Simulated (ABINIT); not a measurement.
# Quasiparticle gap of BP (F-43m) in ABINIT, part 2 of 2

Wanted: ground state, empty states, screening and self-energy for BP (F-43m).

ABINIT 10.8.3; PBE and many-body steps on it, plane waves. Known limits of the many-body steps: not at the basis limit; coarse k mesh.

So far. Step 2 (Ground state): The gap is indirect, with the least direct gap 2.13 eV higher. Step 3 (Bands along the symmetry lines): The gap is 1.260 eV, −0.020 eV from the run before at this level.

### Step 4. Empty states on the mesh, 4×4×4 mesh, 21 bands

Level of this step: DFT, PBE, plane waves, norm-conserving pseudopotentials (ABINIT).

The sums over transitions need many empty states on a uniform mesh; this step solves for them.

Contents of run.abi:

```
acell 3*1.0 Angstrom
rprim 
  0.000000000000 2.269000000000 2.269000000000
  2.269000000000 0.000000000000 2.269000000000
  2.269000000000 2.269000000000 0.000000000000
ntypat 2
znucl 5 15
natom 2
typat 1 2
xred 
  0.000000000000 0.000000000000 0.000000000000
  0.250000000000 0.250000000000 0.250000000000
pp_dirpath "pseudos"
pseudos "B.upf, P.upf"
ecut 34
ngkpt 4 4 4
nshiftk 1
shiftk 0 0 0
kptopt 1
chksymbreak 0
iscf -2
irdden 1
istwfk *1
nband 21
nbdbuf 4
tolwfr 1e-09
nstep 60
prtvol 0
indata_prefix "in"
outdata_prefix "out"
tmpdata_prefix "tmp"
```

Command:

```bash
> OMP_NUM_THREADS=1 mpirun -n 4 abinit run.abi > log
```

Numbers of over 12 decimals in the logs are rounded to 6 here.

The log of the run:

```text
.Version 10.8.3 of ABINIT. v10.8.2 released Aug 2026.

 Symmetries : space group F-4 3 m (#216); Bravais cF (face-center cubic)
[... echo of the input left out ...]
== DATASET  1 ==================================================================
-   mpi_nproc: 4, omp_nthreads: 1 (-1 if OMP is not activated)

--- !DatasetInfo
iteration_state: {dtset: 1, }
dimensions: {natom: 2, nkpt: 8, mband: 21, nsppol: 1, nspinor: 1, nspden: 1, mpw: 1524, }
cutoff_energies: {ecut:  34.0, pawecutdg:  -1.0, }
electrons: {nelect:   8.00000000E+00, charge:   0.00000000E+00, occopt:   1.00000000E+00, tsmear:   1.00000000E-02, }

 Real(R)+Recip(G) space primitive vectors, cartesian coordinates (Bohr,Bohr^-1):
 R(1)=  0.0000000  4.2877886  4.2877886  G(1)= -0.1166102  0.1166102  0.1166102
 R(2)=  4.2877886  0.0000000  4.2877886  G(2)=  0.1166102 -0.1166102  0.1166102
 R(3)=  4.2877886  4.2877886  0.0000000  G(3)=  0.1166102  0.1166102 -0.1166102
 Unit cell volume ucvol=  1.5766311E+02 bohr^3
 Angles (23,13,12)=  6.00000000E+01  6.00000000E+01  6.00000000E+01 degrees

 getcut: wavevector=  0.0000  0.0000  0.0000  ngfft=  32  32  32
         ecut(hartree)=     34.000   => boxcut(ratio)=   2.01047

--- Pseudopotential description ------------------------------------------------
- B Generated using ONCVPSP code by D. R. Hamann
-  5.00000   3.00000  171031                  znucl, zion, pspdat
12 -101130 1 -1 1534                          pspcod,pspxc,lmax,lloc,mmax
     nproj     2     2     0
  pspatm : epsatm=    3.38844616
         --- l  ekb(1:nproj) -->
             0    8.382104    1.234201
             1   -3.719492   -0.867526
 pspatm: atomic psp has been read  and splines computed

- P Generated using ONCVPSP code by D. R. Hamann
- 15.00000   5.00000  171031                  znucl, zion, pspdat
12 -101130 2 -1 1298                          pspcod,pspxc,lmax,lloc,mmax
     nproj     2     2     2
  pspatm : epsatm=    8.05910421
         --- l  ekb(1:nproj) -->
             0    6.598722    1.052341
[...]
pspatm: atomic psp has been read  and splines computed

--------------------------------------------------------------------------------

================================================================================
 prteigrs : about to open file out_EIG
 Non-SCF case, kpt    1 (  0.00000  0.00000  0.00000), residuals and eigenvalues=
  5.17E-10  3.22E-10  4.90E-10  9.04E-10  1.08E-10  1.91E-10  6.12E-10  2.51E-10
  4.24E-10  1.44E-10  3.83E-10  3.16E-10  6.87E-10  7.85E-10  4.93E-10  9.89E-10
  8.09E-10  4.35E-10  4.22E-10  1.21E-05  3.10E-04
 -3.0111E-01  2.6701E-01  2.6701E-01  2.6701E-01  3.9220E-01  3.9220E-01
  3.9220E-01  5.3740E-01  6.9047E-01  7.0970E-01  7.0970E-01  8.4388E-01
  8.4388E-01  8.4388E-01  1.0582E+00  1.3818E+00  1.3818E+00  1.3818E+00
[...]
prteigrs : prtvol=0 or 1, do not print more k-points.

--- !ResultsGS
iteration_state: {dtset: 1, }
comment   : Summary of ground state results
lattice_vectors:
- [  0.0000000,   4.2877886,   4.2877886, ]
- [  4.2877886,   0.0000000,   4.2877886, ]
- [  4.2877886,   4.2877886,   0.0000000, ]
lattice_lengths: [   6.06385,    6.06385,    6.06385, ]
lattice_angles: [ 60.000,  60.000,  60.000, ] # degrees, (23, 13, 12)
lattice_volume:   1.5766311E+02
convergence: {deltae:  0.000E+00, res2:  0.000E+00, residm:  9.939E-10, diffor:  0.000E+00, }
etotal    :  -9.89670974E+00
entropy   :   0.00000000E+00
fermie    :   2.67006735E-01
cartesian_stress_tensor: null
pressure_GPa: null
xred      :
- [  0.0000E+00,   0.0000E+00,   0.0000E+00,  B]
- [  2.5000E-01,   2.5000E-01,   2.5000E-01,  P]
cartesian_forces: null
force_length_stats: {min: null, max: null, mean: null, }

 Integrated electronic density in atomic spheres:
 ------------------------------------------------
 Atom  Sphere_radius  Integrated_density
[...]
================================================================================

 ----iterations are completed or convergence reached----

 Mean square residual over all n,k,spin=   47.460E-11; max=  99.393E-11
 reduced coordinates (array xred) for    2 atoms
       0.000000000000      0.000000000000      0.000000000000
       0.250000000000      0.250000000000      0.250000000000

 cartesian coordinates (angstrom) at end:
    1      0.000000     0.000000     0.000000
    2      1.134500     1.134500     1.134500
 length scales=  1.889726125908  1.889726125908  1.889726125908 bohr
              =  1.000000000000  1.000000000000  1.000000000000 angstroms
 prteigrs : about to open file out_EIG
 Eigenvalues (hartree) for nkpt=   8  k points:
 kpt#   1, nband= 21, wtk=  0.01563, kpt=  0.0000  0.0000  0.0000 (reduced coord)
  -0.30111    0.26701    0.26701    0.26701    0.39220    0.39220    0.39220    0.53740
   0.69047    0.70970    0.70970    0.84388    0.84388    0.84388    1.05819    1.38180
   1.38180    1.38180    1.61399    1.61402    1.61470
 prteigrs : prtvol=0 or 1, do not print more k-points.

== END DATASET(S) ==============================================================
================================================================================

 -outvars: echo values of variables after computation  --------
            nband          21
             nkpt           8
          spgroup         216
 [... the other variables as echoed above ...]

 Calculation completed.
```

The job ended after 2.2 s (4 MPI ranks of Intel Xeon Platinum 8559C (Emerald Rapids), shared host; peak memory 0.07 GiB; 8.3 s of CPU time).

This step gave:

```
gap                                                           : 1.347 eV
k of the valence top                                          : 0, 0, 0
k of the conduction bottom                                    : 0.5, 0.5, 0
least direct gap                                              : 3.407 eV
k points computed                                             : 8
lowest point of the top converged band, above the valence top : 25.79 eV
```

On this mesh the gap is 1.347 eV. The earlier step found 1.280 eV, so this mesh misses an edge.

### Step 5. Screening, 4×4×4 mesh, 17 bands, screening to 87.1 eV

The RPA dielectric matrix is built and inverted for each q.

This step: RPA screening on PBE, plane waves, norm-conserving pseudopotentials.

run.abi: that of step 4 with these lines changed.

```diff
@@ -20,10 +20,11 @@
 chksymbreak 0
-iscf -2
-irdden 1
 istwfk *1
-nband 21
-nbdbuf 4
-tolwfr 1e-09
-nstep 60
-prtvol 0
+occopt 1
+irdwfk 1
+optdriver 3
+nband 17
+ecuteps 3.2
+inclvkb 2
+awtr 1
+symchi 1
 indata_prefix "in"
```

The log of the run:

```text
.Version 10.8.3 of ABINIT. v10.8.2 released Aug 2026.

 Symmetries : space group F-4 3 m (#216); Bravais cF (face-center cubic)
[... echo of the input left out ...]
== DATASET  1 ==================================================================
-   mpi_nproc: 4, omp_nthreads: 1 (-1 if OMP is not activated)

--- !DatasetInfo
iteration_state: {dtset: 1, }
dimensions: {natom: 2, nkpt: 8, mband: 17, nsppol: 1, nspinor: 1, nspden: 1, mpw: 1524, }
cutoff_energies: {ecut:  34.0, pawecutdg:  -1.0, }
electrons: {nelect:   8.00000000E+00, charge:   0.00000000E+00, occopt:   1.00000000E+00, tsmear:   1.00000000E-02, }

 SCREENING: Calculation of the susceptibility and dielectric matrices

 Based on a program developped by R.W. Godby, V. Olevano, G. Onida, and L. Reining.
 Incorporated in ABINIT by V. Olevano, G.-M. Rignanese, and M. Torrent.
.Using double precision arithmetic ; gwpc =  8

[... cell and pseudopotentials left out ...]
--------------------------------------------------------------------------------

 ==== K-mesh for the wavefunctions ====
 Number of points in the irreducible wedge :     8
[... list of points left out ...]
 Together with 24 symmetry operations and time-reversal symmetry
 yields    64 points in the full Brillouin Zone.

 ==== Q-mesh for the screening function ====
 Number of points in the irreducible wedge :     8
[... list of points left out ...]
 Together with 24 symmetry operations and time-reversal symmetry
 yields    64 points in the full Brillouin Zone.

 setmesh: FFT mesh size selected  =    24x   24x   24
          total number of points  =        13824

 vcoul_init : cutoff-mode = AUXILIARY_FUNCTION
 q-points for optical limit:   1
     1)      0.000010    0.000020    0.000030

- screening: taking advantage of time-reversal symmetry
- Maximum band index for partially occupied states nbvw = 4
- Remaining bands to be divided among processors   nbcw = 13
- Number of bands treated by each node ~3

 Number of electrons calculated from density =    8.0000; Expected =    8.0000
 average of density, n =  0.050741
 r_s =    1.6757
 omega_plasma =   21.7288 [eV]

 calculating chi0 at frequencies [eV] :
  1    0.000000E+00    0.000000E+00
  2    0.000000E+00    2.172879E+01

--------------------------------------------------------------------------------
  q-point number  1        q = ( 0.000000, 0.000000, 0.000000) [r.l.u.]
--------------------------------------------------------------------------------
[... chi0 elements left out ...]
 For q-point:  0.000010 0.000020 0.000030
  dielectric constant =  12.8377
  dielectric constant without local fields =  13.9002

  Average fulfillment of the sum rule on Im[epsilon] for q-point    1 :     36.43  [%]
[... wings left out ...]
  q-point number  2        q = ( 0.250000, 0.000000, 0.000000) [r.l.u.]
--------------------------------------------------------------------------------
[... chi0 elements left out ...]
  Average fulfillment of the sum rule on Im[epsilon] for q-point    2 :     73.45  [%]

 [... 6 further q-points ...]
```

Run time: 2.4 s. Hardware: 4 MPI ranks; peak memory 0.09 GiB; 8.9 s of CPU time.

Numbers from this step:

| Quantity | Value |
| --- | --- |
| ε∞ with local fields, on this mesh, along the program's q direction | 12.84 |
| the same without local fields | 13.90 |
| plasma frequency | 21.73 eV |
| plane waves in the screening matrix | 51 |

Local fields lower ε∞ by 8 %. On a Γ-centred mesh this coarse the value itself is usually too large, while a short band sum pulls it down.

### Step 6. Self-energy, 4×4×4 mesh, 17 bands, screening to 87.1 eV

The self-energy is evaluated for the states that the input lists, and the levels follow from it, in one-shot runs by the linearised quasiparticle equation.

This step: G0W0 on PBE, plane waves, norm-conserving pseudopotentials.

run.abi: that of step 5 with these lines changed.

```diff
@@ -23,8 +23,17 @@
 irdwfk 1
-optdriver 3
+optdriver 4
 nband 17
+gwcalctyp 0
+ecutsigx 34
+symsigma 1
+nkptgw 2
+kptgw 
+  0.0000000000 0.0000000000 0.0000000000
+  0.5000000000 0.5000000000 0.0000000000
+bdgw 
+  2 7
+  3 6
 ecuteps 3.2
-inclvkb 2
-awtr 1
-symchi 1
+irdscr 1
+ppmodel 1
 indata_prefix "in"
```

The log of the run:

```text
.Version 10.8.3 of ABINIT. v10.8.2 released Aug 2026.

 Symmetries : space group F-4 3 m (#216); Bravais cF (face-center cubic)
[... echo of the input left out ...]
== DATASET  1 ==================================================================
-   mpi_nproc: 4, omp_nthreads: 1 (-1 if OMP is not activated)

--- !DatasetInfo
iteration_state: {dtset: 1, }
dimensions: {natom: 2, nkpt: 8, mband: 17, nsppol: 1, nspinor: 1, nspden: 1, mpw: 1524, }
cutoff_energies: {ecut:  34.0, pawecutdg:  -1.0, }
electrons: {nelect:   8.00000000E+00, charge:   0.00000000E+00, occopt:   1.00000000E+00, tsmear:   1.00000000E-02, }

 SIGMA: Calculation of the GW corrections

 Based on a program developped by R.W. Godby, V. Olevano, G. Onida, and L. Reining.
 Incorporated in ABINIT by V. Olevano, G.-M. Rignanese, and M. Torrent.
.Using double precision arithmetic ; gwpc =  8

[... cell and pseudopotentials left out ...]
--------------------------------------------------------------------------------

 ==== K-mesh for the wavefunctions ====
 Number of points in the irreducible wedge :     8
[... list of points left out ...]
 Together with 24 symmetry operations and time-reversal symmetry
 yields    64 points in the full Brillouin Zone.

 ==== Q-mesh for screening function ====
 Number of points in the irreducible wedge :     8
[... list of points left out ...]
 Together with 24 symmetry operations and time-reversal symmetry
 yields    64 points in the full Brillouin Zone.

 vcoul_init : cutoff-mode = AUXILIARY_FUNCTION
 q-points for optical limit:   1
     1)      0.000010    0.000020    0.000030
 setmesh: FFT mesh size selected  =    32x   32x   32
          total number of points  =        32768

 Number of electrons calculated from density =    8.0000; Expected =    8.0000
 average of density, n =  0.050741
 r_s =    1.6757
 omega_plasma =   21.7288 [eV]

 === KS Band Gaps ===
  >>>> For spin  1
   Minimum direct gap =   3.4068 [eV], located at k-point      :   0.0000  0.0000  0.0000
   Fundamental gap    =   1.3473 [eV], Top of valence bands at :   0.0000  0.0000  0.0000
                                       Bottom of conduction at :   0.5000  0.5000  0.0000
 SIGMA fundamental parameters:
 PLASMON POLE MODEL  1
 number of plane-waves for SigmaX                 1459
 number of plane-waves for SigmaC and W             51
 number of plane-waves for wavefunctions          1459
 number of bands                                    17
 number of independent spin polarizations            1
 number of spinorial components                      1
 number of k-points in IBZ                           8
 number of q-points in IBZ                           8
 number of symmetry operations                      24
 number of k-points in BZ                           64
 number of q-points in BZ                           64
 number of frequencies for dSigma/dE                 9
 frequency step for dSigma/dE [eV]                0.25
 number of omega for Sigma on real axis              0
 max omega for Sigma on real axis  [eV]           0.00
 zcut for avoiding poles [eV]                     0.10

 EPSILON^-1 parameters (SCR file):
 dimension of the eps^-1 matrix on file             51
 dimension of the eps^-1 matrix used                51
 number of plane-waves for wavefunctions          1459
 number of bands                                    17
 number of q-points in IBZ                           8
 number of frequencies                               2
 number of real frequencies                          1
 number of imag frequencies                          1

 matrix elements of self-energy operator (all in [eV])

 Perturbative Calculation

--- !SelfEnergy_ee
iteration_state: {dtset: 1, }
kpoint     : [   0.000,    0.000,    0.000, ]
spin       : 1
KS_gap     :    3.407
QP_gap     :    4.203
Delta_QP_KS:    0.796
data: !SigmaeeData |
     Band     E0 <VxcDFT>   SigX SigC(E0)      Z dSigC/dE  Sig(E)    E-E0       E
        2   7.266 -13.315 -15.260   2.271   0.801  -0.249 -13.054   0.261   7.526
        3   7.266 -13.315 -15.260   2.271   0.801  -0.249 -13.054   0.261   7.526
        4   7.266 -13.315 -15.260   2.271   0.801  -0.249 -13.054   0.261   7.526
        5  10.672 -12.021  -7.049  -3.656   0.803  -0.246 -10.964   1.057  11.729
        6  10.672 -12.021  -7.049  -3.656   0.803  -0.246 -10.964   1.057  11.729
        7  10.672 -12.021  -7.049  -3.656   0.803  -0.246 -10.964   1.057  11.729

--- !SelfEnergy_ee
iteration_state: {dtset: 1, }
kpoint     : [   0.500,    0.500,    0.000, ]
spin       : 1
KS_gap     :    5.461
QP_gap     :    6.329
Delta_QP_KS:    0.868
data: !SigmaeeData |
     Band     E0 <VxcDFT>   SigX SigC(E0)      Z dSigC/dE  Sig(E)    E-E0       E
        3   3.152 -12.501 -16.052   3.429   0.780  -0.282 -12.596  -0.095   3.057
        4   3.152 -12.501 -16.052   3.429   0.780  -0.282 -12.596  -0.095   3.057
        5   8.613 -10.805  -6.333  -3.522   0.813  -0.230 -10.032   0.773   9.386
        6   8.933 -10.660  -6.086  -3.559   0.818  -0.223  -9.830   0.830   9.763

== END DATASET(S) ==============================================================
================================================================================

 -outvars: echo values of variables after computation  --------
           etotal      0.0000000000E+00
            nband          17
             nkpt           8
          spgroup         216
 [... the other variables as echoed above ...]

 Calculation completed.
```

It took 2.8 s on 4 MPI ranks; peak memory 0.1 GiB; 10 s of CPU time.

This step gave:

- G0W0 gap on the points computed: 1.860 eV
- starting gap on the mesh: 1.347 eV
- k of the valence top: 0, 0, 0
- k of the conduction bottom: 0.5, 0.5, 0
- Z at the valence top: 0.801
- Z at the conduction bottom: 0.813
- least direct G0W0 gap on the computed points: 4.203 eV

The gap on the mesh goes from 1.35 eV to 1.86 eV, a correction of +0.51 eV. The start differs from the 1.28 eV found before because the two sample other k points.

Limits: finite bands, cutoff and mesh; coarse k mesh. v1 is the top filled band, c1 the lowest empty one. The levels before and after the correction (eV, zero at the valence-band top of each column):

```
           conduction bottom  valence top
Kohn-Sham               1.35         0.00
     G0W0               1.86         0.00
```

```
                       level  energy (eV)
Kohn-Sham            Γ v3-v1        0.000
Kohn-Sham            Γ c1-c3        3.407
Kohn-Sham  (0.5 0.5 0) v2-v1       -4.114
Kohn-Sham     (0.5 0.5 0) c1        1.347
Kohn-Sham     (0.5 0.5 0) c2        1.667
     G0W0            Γ v3-v1        0.000
     G0W0            Γ c1-c3        4.203
     G0W0  (0.5 0.5 0) v2-v1       -4.469
     G0W0     (0.5 0.5 0) c1        1.860
     G0W0     (0.5 0.5 0) c2        2.237
```

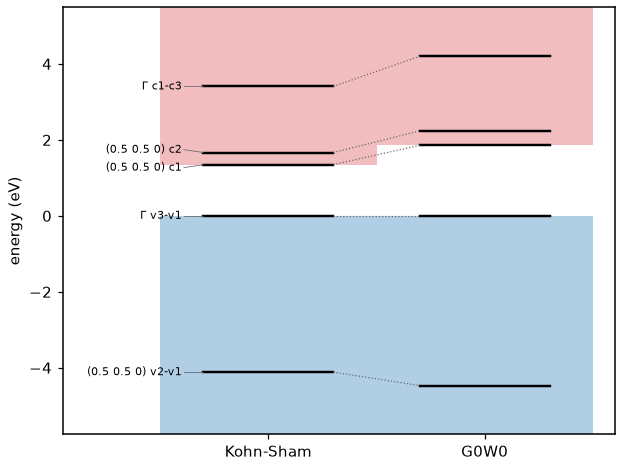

Levels before and after the correction. Shaded: valence and conduction bands.

### Step 7. Where the time went

Times are wall times on 4 MPI ranks of Intel Xeon Platinum 8559C (Emerald Rapids), shared host, good to a factor of about two.

```
                          step   time  share  memory (GiB)
                  ground state  3.7 s   25 %          0.29
bands along the symmetry lines  3.5 s   24 %          0.27
      empty states on the mesh  2.2 s   15 %          0.07
                     screening  2.4 s   16 %          0.09
                   self-energy  2.8 s   19 %           0.1
```

### Step 8. What came out

```yaml
pbe_gap: 1.26 eV, indirect
g0w0_gap_on_the_mesh: 1.86 eV
g0w0_gap_over_the_zone_rigid_shift: 1.77 eV
gw_settings: 4×4×4 mesh, 17 bands, screening to 87.1 eV, Godby-Needs plasmon pole
known_limits: not at the basis limit; coarse k mesh
```

G0W0 moves the gap on the mesh from 1.35 eV to 1.86 eV (+0.51 eV), with Z of 0.80 and 0.81 at the edges. The mesh misses the band edges by 0.09 eV in all; a rigid shift gives 1.77 eV for the zone. Local fields lower the RPA ε∞ on this mesh from 13.90 to 12.84; a Γ-centred mesh this coarse tends to raise both, most where the direct gap is narrow, while a short band sum lowers them. Only 2 of the mesh's irreducible points were corrected, so a valley elsewhere could overtake. Bands and cutoff are finite, so the gap is not at the basis limit. The miss can reach some tenths of an eV and take either sign; the mesh is an error of its own. In the G0W0 run levels were corrected at 2 k points alone, so a gap called «on the mesh» is the least over those, and an edge elsewhere would be missed. A denser mesh or path gives a starting gap of 1.26 eV: the GW mesh misses a band edge, so its gaps are not the fundamental one. The 4×4×4 mesh is coarse for this cell, which bears on the long-range parts of exchange and screening.

[Paths, hosts, dates, memory and timing lines, banners, echoed tables and standing remarks are left out of the program output.]

[Logs are printed without paths, hosts, clocks, repeated set-up lines and the standing remarks that a program may print on its own settings, such as how far it seeks lower states.]

[Runs of the session that timed out or met a known fault of the program may be left out.]

[Hosts, paths, dates, database ids (printed as entryN), source tags and the programs' standing remarks are cut or masked in the printed files.]

[G0W0 gaps are taken among the corrected bands and points alone; a level outside them can change the order at an edge.]

[Where Ansatz stands beside ABINIT at settings called matched, ABINIT's density can come from a denser mesh and the files from another edition; pairs whose starting gaps differed by over 0.03 eV were left out, so agreement reads better than it is.]
